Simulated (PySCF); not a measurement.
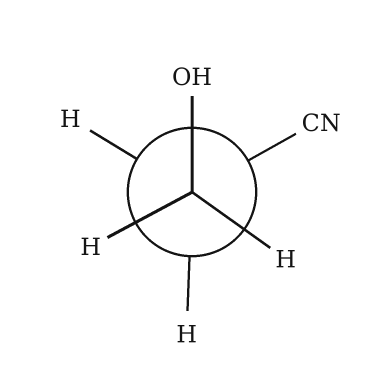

A Newman projection along the C–C bond, carbon in front; angles are drawn as computed, but eclipsed bonds slightly apart. Computed geometry: PBE0-D3(BJ)/def2-SVP optimisation. No frequency run is at hand to confirm it as a minimum.

> Which molecule is it?

C3H5NO, N#CCCO

> What is the torsion angle from the front OH to the back CN? The sign is positive where the front bond must turn clockwise to cover the back bond.

61°, synclinal (gauche). The conformation about this bond is staggered.
